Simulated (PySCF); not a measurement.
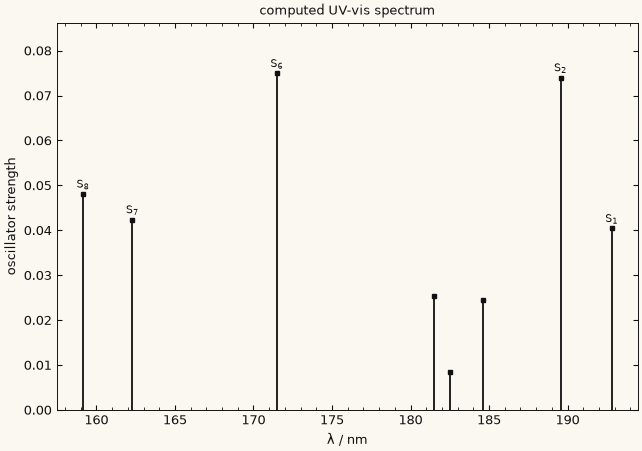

Computed absorption of C₆H₈NP, SMILES C#CCPCCC#N. Vertical TDDFT excitations, ωB97X-D/def2-SVPD, PySCF, at a GFN2-xTB geometry (no frequency check), gas phase. Only the first 8 singlet excitations are included.

Question: Where is the lowest singlet, and is it bright?

Answer: S1 lies at 6.43 eV (193 nm) with f = 0.040, mixed, the largest part being HOMO → LUMO+1 (37 %); it is weak.

Question: List the transitions behind the spectrum.

Answer:
```tsv
state	E (eV)	λ (nm)	f	main character
S1	6.43	193	0.040	HOMO → LUMO+1 (37 %)
S2	6.54	190	0.074	HOMO → LUMO+1 (37 %)
S3	6.72	185	0.025	HOMO → LUMO (49 %)
S4	6.79	183	0.008	HOMO−1 → LUMO+1 (31 %)
S5	6.83	182	0.025	HOMO → LUMO+2 (32 %)
S6	7.23	171	0.075	HOMO → LUMO+2 (28 %)
S7	7.64	162	0.042	HOMO−1 → LUMO (40 %)
S8	7.79	159	0.048	HOMO−2 → LUMO (12 %)
```

Note: the tight-binding geometry is rougher than a DFT one and adds to the error; one conformer of a flexible molecule; core orbitals are frozen in the response.
